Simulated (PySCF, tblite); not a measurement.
**C₇H₇ radical: geometry, infrared bands and EPR parameters**

Aim: predict the infrared bands and EPR parameters of C₇H₇ radical (`C#CC(C#C)C[CH2]`).

The runs use tblite 0.8.0 and PySCF 2.14.0, with density-fitted response routines of our own; the level of theory stands in each step. All values are computed, except where a source is named. Atoms count from 0, in the outputs and in this text.

### 1 The molecule as given

14 atoms, charge 0, multiplicity 2; geometry from: force field or distance geometry start.

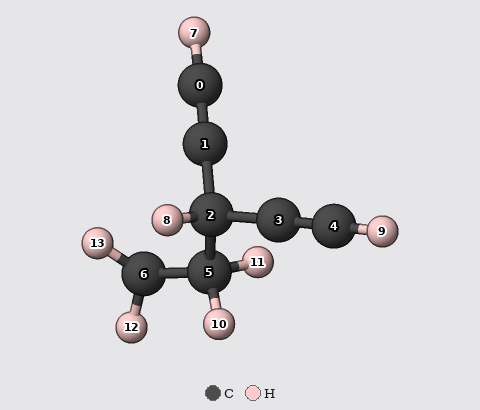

The starting geometry (carbon dark grey, hydrogen pink), atoms numbered.

### 2 Optimising the geometry with GFN2-xTB

Job settings and geometry (Å):

```
{"job": {"kind": "relax", "xc": "GFN2-xTB", "basis": "xTB"}, "charge": 0, "multiplicity": 2}
C      0.415700     2.555100     0.155600
C      0.306500     1.389500     0.445700
C      0.199900    -0.030000     0.837700
C      1.515500    -0.676500     0.851700
C      2.597200    -1.243100     0.879600
C     -0.700700    -0.720400    -0.160300
C     -2.077900    -0.186300    -0.271600
H      0.495300     3.606900    -0.086300
H     -0.185800    -0.087500     1.859400
H      3.528800    -1.727400     0.868900
H     -0.671800    -1.810300     0.137500
H     -0.182300    -0.633700    -1.152200
H     -2.825600    -0.927200    -0.614100
H     -2.415500     0.490400     0.506300
```

Run with:

```bash
> OMP_NUM_THREADS=1 python probes_run.py task.json out
```

The driver reads the jobs from task.json and runs them one after another.

The log of the run:

```text
step      E/eV     max force
  0    -498.19767    2.640
  1    -498.15014    7.072
  2    -498.35003    0.951
  3    -498.37659    0.661
  4    -498.41947    0.923
  5    -498.40939    2.219
  6    -498.43444    0.255
  7    -498.44013    0.238
  8    -498.44967    0.424
  9    -498.45299    0.256
 10    -498.45659    0.168
 11    -498.46026    0.317
 12    -498.46390    0.370
 13    -498.46594    0.209
 14    -498.46675    0.066
 15    -498.46723    0.101
 16    -498.46778    0.121
 17    -498.46820    0.080
 18    -498.46844    0.045
 19    -498.46858    0.041
 20    -498.46878    0.071
 21    -498.46908    0.087
 22    -498.46942    0.070
 23    -498.46972    0.041
 24    -498.46998    0.053
 25    -498.47033    0.070
 26    -498.47082    0.093
 27    -498.47139    0.091
 28    -498.47187    0.055
 29    -498.47225    0.059
 30    -498.47262    0.073
 31    -498.47296    0.063
 32    -498.47317    0.035
 33    -498.47328    0.029
 34    -498.47334    0.028
 35    -498.47341    0.031
 36    -498.47347    0.022
 37    -498.47350    0.012
 38    -498.47352    0.013
 39    -498.47355    0.017
 40    -498.47359    0.023
 41    -498.47365    0.021
 42    -498.47370    0.024
 43    -498.47376    0.027
 44    -498.47384    0.031
 45    -498.47397    0.036
 46    -498.47413    0.034
 47    -498.47431    0.034
 48    -498.47446    0.030
 49    -498.47456    0.026
 50    -498.47466    0.037
 51    -498.47476    0.031
 52    -498.47483    0.022
 53    -498.47489    0.019
 54    -498.47495    0.017
 55    -498.47503    0.024
 56    -498.47510    0.023
 57    -498.47516    0.023
 58    -498.47524    0.022
 59    -498.47535    0.033
 60    -498.47553    0.040
 61    -498.47581    0.042
 62    -498.47599    0.060
 63    -498.47626    0.073
 64    -498.47642    0.034
 65    -498.47653    0.028
 66    -498.47669    0.028
 67    -498.47690    0.038
 68    -498.47718    0.039
 69    -498.47735    0.044
 70    -498.47747    0.036
 71    -498.47761    0.036
 72    -498.47794    0.052
 73    -498.47825    0.048
 74    -498.47861    0.041
 75    -498.47890    0.035
 76    -498.47906    0.059
 77    -498.47910    0.058
 78    -498.47927    0.034
 79    -498.47937    0.037
 80    -498.47961    0.061
 81    -498.47981    0.064
 82    -498.48003    0.060
 83    -498.48019    0.043
 84    -498.48035    0.078
 85    -498.48065    0.059
 86    -498.48088    0.177
 87    -498.48146    0.108
 88    -498.48206    0.158
 89    -498.48276    0.150
 90    -498.48282    0.172
 91    -498.48350    0.081
 92    -498.48381    0.142
 93    -498.48435    0.105
 94    -498.48586    0.059
 95    -498.48355    0.526
 96    -498.48736    0.095
 97    -498.48820    0.054
 98    -498.46929    0.976
 99    -498.48890    0.052
100    -498.48949    0.050
101    -498.48082    0.836
102    -498.49083    0.040
103    -498.49181    0.040
104    -498.48147    0.874
105    -498.49305    0.038
106    -498.49387    0.055
107    -498.48152    0.875
108    -498.49489    0.069
109    -498.49551    0.062
110    -498.49240    0.525
111    -498.49643    0.062
112    -498.49683    0.079
113    -498.49713    0.186
114    -498.49751    0.108
115    -498.49770    0.063
116    -498.49812    0.032
117    -498.49845    0.054
118    -498.49871    0.044
119    -498.49896    0.062
120    -498.49916    0.030
121    -498.49939    0.040
122    -498.49959    0.046
123    -498.49977    0.026
124    -498.49986    0.023
125    -498.49990    0.025
126    -498.50000    0.042
127    -498.50011    0.045
128    -498.50026    0.034
129    -498.50037    0.028
130    -498.50045    0.026
131    -498.50050    0.031
132    -498.50057    0.032
133    -498.50067    0.026
134    -498.50080    0.028
135    -498.50095    0.027
136    -498.50107    0.029
137    -498.50116    0.030
138    -498.50122    0.031
139    -498.50127    0.030
140    -498.50134    0.027
141    -498.50141    0.021
142    -498.50146    0.014
143    -498.50151    0.012
144    -498.50154    0.012
145    -498.50156    0.016
146    -498.50158    0.010
147    -498.50160    0.007
```

Run time: 0.71 s. Hardware: 1 thread of Arm Neoverse V1, shared host.

Along the way: (not every step is listed) (the energy doesn't fall at every step)

```csv
step,energy from step 0 (eV),largest force (eV/Å)
0,0.0000,2.6397
1,0.0475,7.0721
2,-0.1524,0.9511
3,-0.1789,0.6612
4,-0.2218,0.9230
5,-0.2117,2.2186
6,-0.2368,0.2546
7,-0.2425,0.2376
8,-0.2520,0.4239
21,-0.2714,0.0866
34,-0.2757,0.0276
47,-0.2766,0.0337
60,-0.2779,0.0403
73,-0.2806,0.0480
86,-0.2832,0.1770
99,-0.2912,0.0522
112,-0.2992,0.0792
125,-0.3022,0.0248
138,-0.3035,0.0314
142,-0.3038,0.0145
143,-0.3038,0.0117
144,-0.3039,0.0116
145,-0.3039,0.0164
146,-0.3039,0.0103
147,-0.3039,0.0071
```

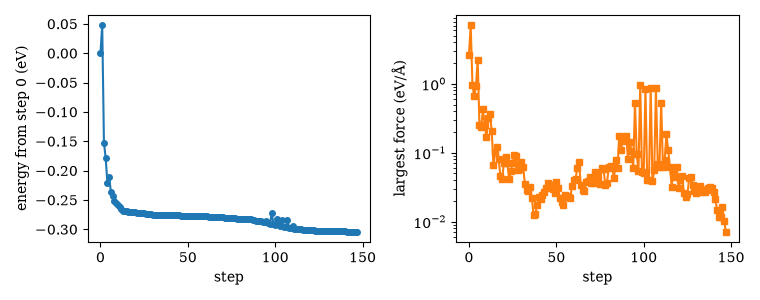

Energy and largest force along the relaxation.

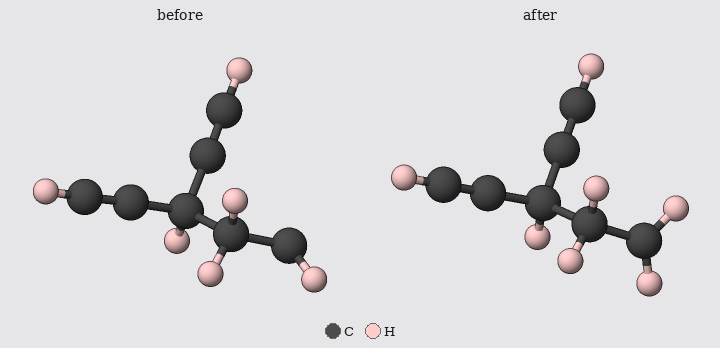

The geometry before (left) and after (right).

Distances of close pairs at the start and the end, largest changes first:

```
  bond  before (Å)  after (Å)  change (Å)
 C2–C5       1.511      1.577      +0.066
C5–H10       1.130      1.093      -0.037
 C0–H7       1.082      1.049      -0.033
C6–H12       1.107      1.074      -0.033
C5–H11       1.123      1.093      -0.030
 C1–C2       1.476      1.451      -0.026
 C3–C4       1.221      1.197      -0.024
 C5–C6       1.481      1.463      -0.018
```

The final coordinates are the input of the step that follows.

### 3 Vibrational analysis with GFN2-xTB

Job settings and geometry (Å):

```
{"job": {"kind": "ir", "xc": "GFN2-xTB", "basis": "xTB"}, "charge": 0, "multiplicity": 2}
C      0.418168     2.511582     0.321806
C      0.307223     1.347878     0.577036
C      0.189269    -0.072237     0.849561
C      1.509582    -0.673293     0.873548
C      2.594623    -1.178478     0.855186
C     -0.693815    -0.774637    -0.252540
C     -2.079860    -0.307238    -0.223498
H      0.507786     3.535314     0.112775
H     -0.293587    -0.216111     1.824528
H      3.547654    -1.616600     0.862192
H     -0.638437    -1.848100    -0.053688
H     -0.225864    -0.562185    -1.216766
H     -2.785196    -0.742413     0.459006
H     -2.358223     0.596045    -0.731287
```

The log of the run:

```text
mode    cm-1     km/mol
  1      83.3      0.16
  2     111.6      0.04
  3     131.9      0.09
  4     142.5      0.02
  5     179.2      0.10
  6     283.8      0.12
  7     295.9      0.71
  8     414.6      4.35
  9     466.8      4.19
 10     497.9      5.02
 11     552.8     39.77
 12     645.5     11.88
 13     651.7      8.82
 14     659.3     41.28
 15     671.2     27.57
 16     792.9      3.69
 17     864.1      1.17
 18     971.6      2.13
 19    1021.0      1.54
 20    1078.7      0.26
 21    1138.7      1.99
 22    1189.5      1.20
 23    1218.0      0.66
 24    1258.1      0.90
 25    1282.1      0.67
 26    1402.8      1.83
 27    1469.2      0.42
 28    2277.5     12.11
 29    2289.1      4.08
 30    2893.0     23.16
 31    2959.5     32.06
 32    2969.5     30.29
 33    3127.7     21.82
 34    3168.8     35.69
 35    3396.1      3.89
 36    3399.5      2.92
```

It took 0.33 s on 1 thread of Arm Neoverse V1, shared host.

Which atoms move in the most intense modes:

```csv
cm⁻¹,km/mol,atoms
553,39.8,"C6 33 %, H12 27 %, H13 27 %"
659,41.3,"H7 58 %, H9 16 %"
671,27.6,"H9 39 %, H7 38 %"
2893,23.2,H8 93 %
2960,32.1,H10 93 %
2970,30.3,H11 92 %
3128,21.8,"H12 60 %, H13 37 %"
3169,35.7,"H13 56 %, H12 33 %, C6 10 %"
```

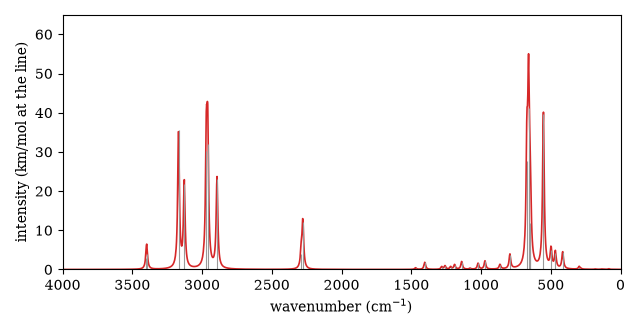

The infrared spectrum from these modes, unscaled. Lines are broadened to a width of 14 cm⁻¹ (Lorentzian).

### 4 EPR parameters: B3LYP/pcH-1

The job, as its differences from that of step 3:

```diff
@@ -1,2 +1,2 @@
-{"job": {"kind": "ir", "xc": "GFN2-xTB", "basis": "xTB"}, "charge": 0, "multiplicity": 2}
+{"job": {"kind": "epr", "basis": "pcH-1"}, "charge": 0, "multiplicity": 2}
 C      0.418168     2.511582     0.321806
```

With the program's defaults for keys left out, this is: UKS B3LYP, pcH-1 on C H, non-relativistic, mean-field spin-orbit, GIAO.

The log of the run:

```text
UKS, coarse grid
  cycle   1  E = -270.70451872  |g| = 3.55e-01
  cycle   2  E = -270.70678839  |g| = 3.55e-01
  cycle   3  E = -270.76304217  |g| = 1.15e-01
  cycle   4  E = -270.76801788  |g| = 5.75e-02
  cycle   5  E = -270.76962759  |g| = 9.89e-03
  cycle   6  E = -270.76967366  |g| = 2.82e-03
  cycle   7  E = -270.76967701  |g| = 1.59e-03
  cycle   8  E = -270.76967888  |g| = 1.00e-03
  cycle   9  E = -270.76967850  |g| = 1.89e-04
UKS, final grid
  cycle   1  E = -270.76967977  |g| = 2.61e-04
  cycle   2  E = -270.76967969  |g| = 4.80e-04
  cycle   3  E = -270.76967980  |g| = 7.64e-05
  cycle   4  E = -270.76967980  |g| = 1.60e-05
E = -270.76967980 Eh   <S^2> = 0.7537 (exact 0.7500)
g shifts (ppm)      1          2          3
  rmc          -141       -141       -141
  gc              4         35         25
  oz_so         -36        527        637
  total        -172        420        521
hyperfine (MHz)  atom isotope    a_iso     a_fc   dipolar eigenvalues
    0   13C       1.57       1.57     -0.86      0.15      0.71
    1   13C      -4.32      -4.32     -1.33     -0.20      1.53
    2   13C     108.59     108.59     -6.81     -6.41     13.22
    3   13C       4.82       4.82     -1.53     -0.74      2.27
    4   13C       3.89       3.89     -1.21     -0.76      1.97
    5   13C     -30.78     -30.78     -1.59     -1.35      2.94
    6   13C      99.29      99.29    -80.80    -79.99    160.79
    7    1H      -0.52      -0.52     -0.90     -0.75      1.65
    8    1H      -5.20      -5.20     -6.00     -1.96      7.97
    9    1H      -0.89      -0.89     -0.97     -0.39      1.35
   10    1H      35.12      35.12     -5.11     -4.41      9.52
   11    1H      35.20      35.20     -5.04     -4.44      9.48
   12    1H     -61.48     -61.48    -38.87     -0.47     39.34
   13    1H     -61.54     -61.54    -38.79     -0.58     39.37
```

It took 43 s on 1 thread of Arm Neoverse V1, shared host; peak memory 0.89 GiB.

Principal g values 2.00215, 2.00274, 2.00284; g(iso) = 2.00258, against 2.00232 for a free electron.

Hyperfine couplings; where a row names several nuclei, a(iso) is their mean (it holds for fast rotation or exchange) and the dipolar term the largest among them:

```
  nuclei  isotope  a(iso) (MHz)  a(iso) (G, at g = 2.0023)  largest dipolar term (MHz)
      C2      13C         108.6                       38.7                        13.2
      C6      13C          99.3                       35.4                       160.8
H12, H13       1H         -61.5                      -21.9                        39.4
H10, H11       1H          35.2                       12.5                         9.5
      C5      13C         -30.8                      -11.0                         2.9
      H8       1H          -5.2                       -1.9                         8.0
  C0, C4      13C           2.7                        1.0                         2.0
  H7, H9       1H          -0.7                       -0.3                         1.7
  C1, C3      13C           0.2                        0.1                         2.3
```

Mulliken spin populations:

C0 0.01; C1 -0.01; C2 0.06; C3 0.00; C4 0.01; C5 -0.09; C6 1.07; H7 0.00; H8 0.00; H9 0.00; H10 0.01; H11 0.01; H12 -0.04; H13 -0.04

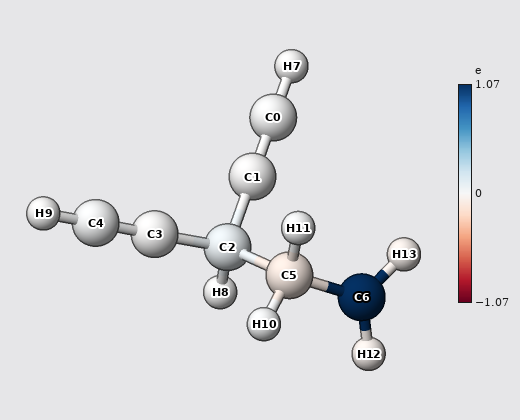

Mulliken spin populations, as colours on the atoms.

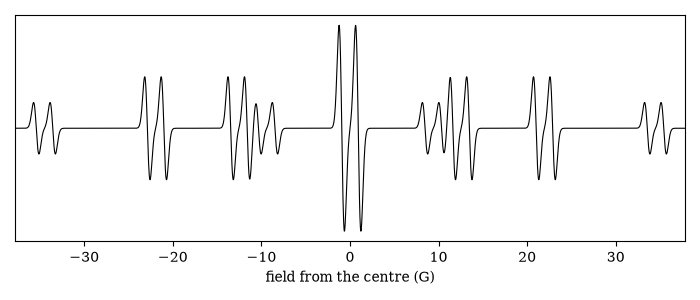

First-order isotropic spectrum (first derivative, main isotopes with spin only, couplings over 0.8 MHz, Gaussian width 0.3 G; couplings of the frozen geometry, rotation of groups not averaged beyond the rows shown).

Orbitals, density, ELF and potential are computed afterwards from the orbital file.

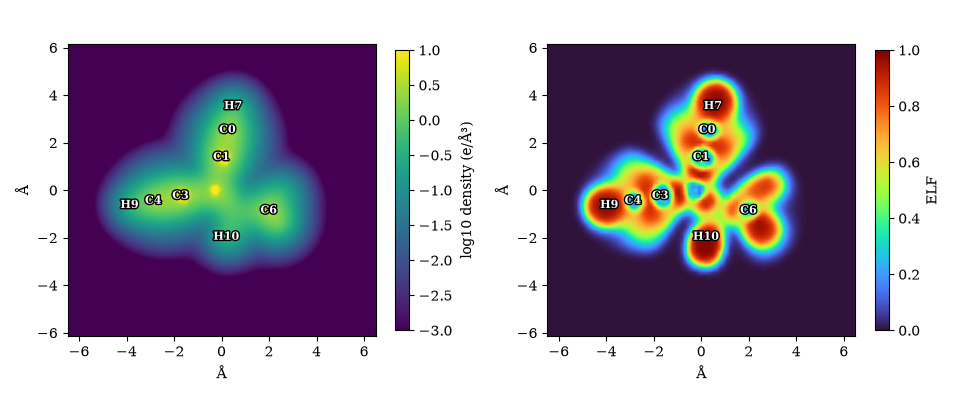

Density (left) and ELF (right) in a plane through or near 8 of the atoms.

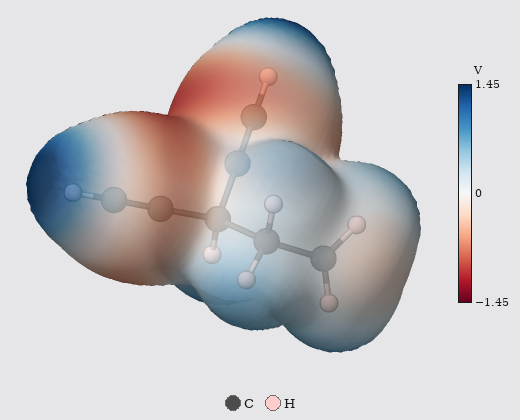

The potential that a unit positive charge feels on the 0.002 e/bohr³ surface, from -0.95 V near C3 to 1.45 V near H7.

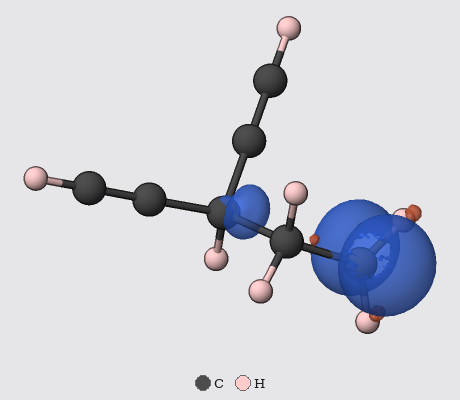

Spin density at ±0.05 e/Å³ (alpha excess blue, beta excess red).

### 5 Summary of results

| quantity | value |
| --- | --- |
| strongest single infrared mode (GFN2-xTB) | 659 cm⁻¹, 41 km/mol |
| zero-point energy (GFN2-xTB) | 65.7 kcal/mol |
| g(iso) (B3LYP) | 2.00258 |
| ⟨S²⟩ | 0.754 (exact 0.75) |
| largest a(iso) (averaged by class) | 13C on C2, 108.6 MHz |
| surface potential, least and greatest | -0.95 V and 1.45 V |

Relaxing lowered the energy by 0.304 eV in 147 steps; the close pair that moved most is C2–C5, from 1.511 to 1.577 Å. No mode is imaginary among the 36: a minimum at this level. The strongest single mode, at 659 cm⁻¹, moves mainly H7. Unscaled tight-binding wavenumbers are off by several per cent, some by more. Its intensities can rank the bands wrongly. C6 carries the largest spin population, 1.07 e. The isotropic g lies 0.3 ppt above the free-electron value.
